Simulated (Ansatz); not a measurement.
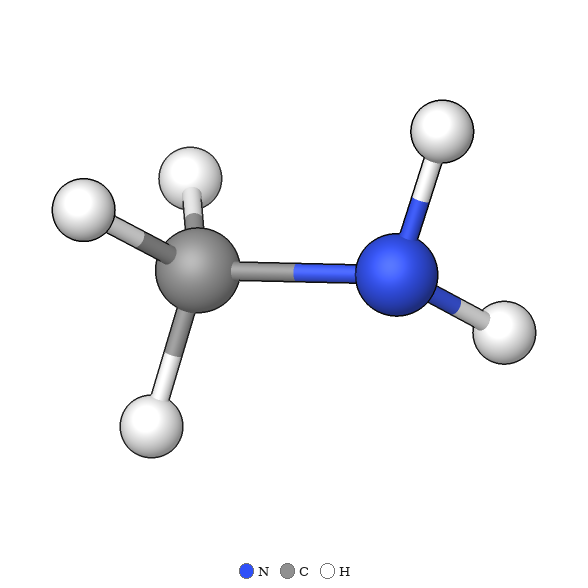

A ball-and-stick model of a molecule. Every bond is drawn as one stick, whatever its order.

> What is the molecular formula?

CH₅N, 7 atoms: 1 carbon, 5 hydrogen and 1 nitrogen.

> How many bonds of each kind are drawn?

3 C–H, 2 N–H, 1 C–N. Sticks follow a distance rule.

> Give the symmetry (Schoenflies symbol).

Cs.

The parts below concern this one geometry. Atoms keep their numbers from picture to picture. The computed structure is the end point of a PBE0-D4/def2-TZVP optimisation.

### Geometry

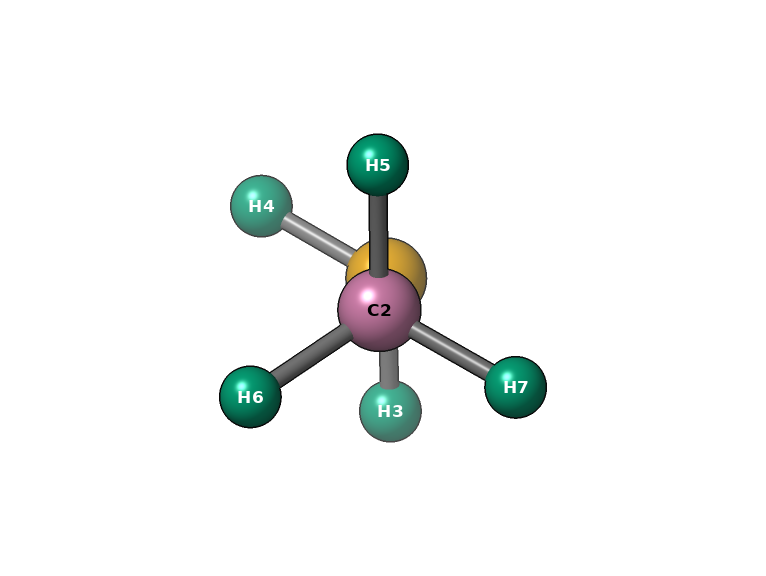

N1 lies behind C2. The molecule seen nearly along the C2–N1 bond, C2 in front. Atoms fade into the background with distance from the viewer.

> What is the torsion angle H5–C2–N1–H3? The sign is positive where the front bond must turn clockwise to cover the back bond.

179°, antiperiplanar (anti).

### Charges

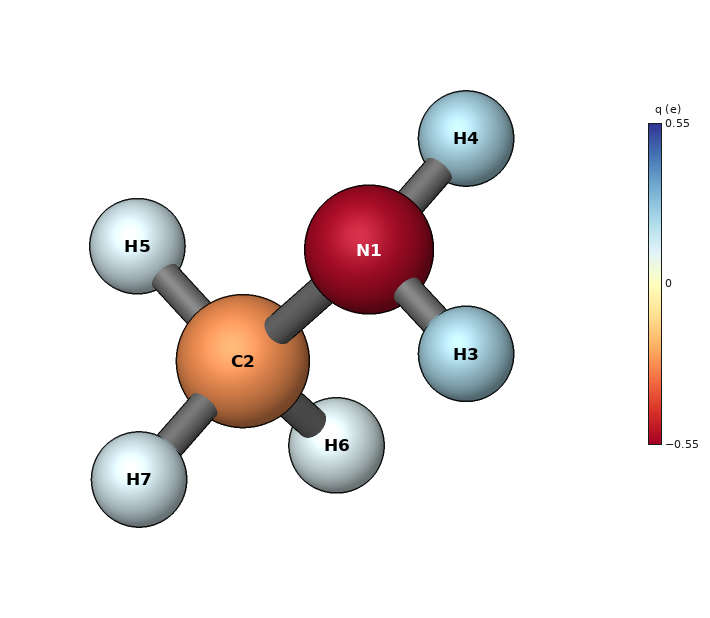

Atoms are coloured by their Mulliken charges. Method: RKS PBE0-D4/def2-TZVP (Ansatz 0.2.0).

> Which atom carries the highest charge (most positive or least negative)?

H3, H4 (0.22 e).

> And the lowest?

N1 (−0.52 e).

Give the Mulliken charges atom by atom.

| atom | value (e) |
| --- | --- |
| N1 | −0.52 |
| C2 | −0.27 |
| H3 | 0.22 |
| H4 | 0.22 |
| H5 | 0.12 |
| H6 | 0.10 |
| H7 | 0.12 |

### Vibrations

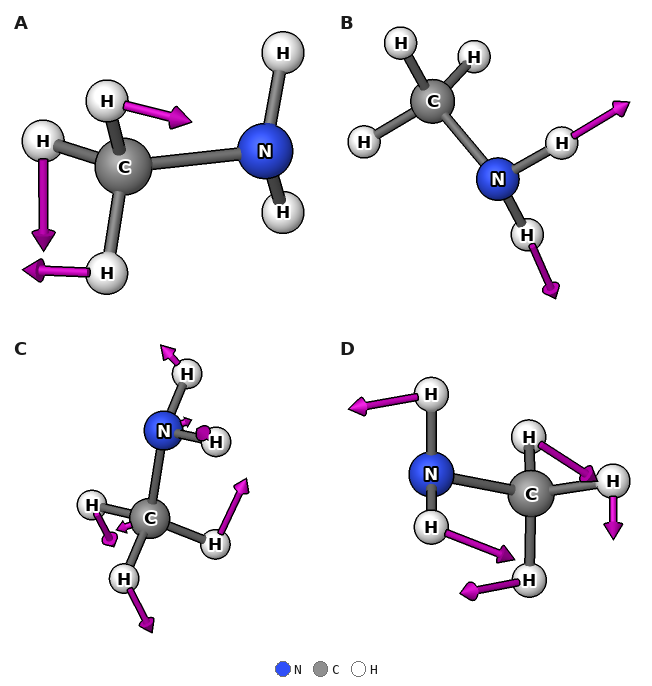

4 normal modes of one molecule or complex, as arrows. Harmonic vibrations computed with RKS PBE0-D4/def2-TZVP (Ansatz 0.2.0) at a stationary point of the same level.

> Match the panels to the wavenumbers 975 cm⁻¹, 1169 cm⁻¹, 1512 cm⁻¹, 3532 cm⁻¹.

A: 1512 cm⁻¹, H–C–H bending
B: 3532 cm⁻¹, in-phase stretching of 2 N–H bonds
C: 1169 cm⁻¹, H–C–N bending
D: 975 cm⁻¹, angle bending

### Electronic properties

Method: RKS PBE-D4/def2-TZVPP (Ansatz 0.2.0).

> Give the dispersion correction at this level.

−5.5 kJ/mol.

Mulliken values depend strongly on the basis set and can even reverse the polarity of a bond.
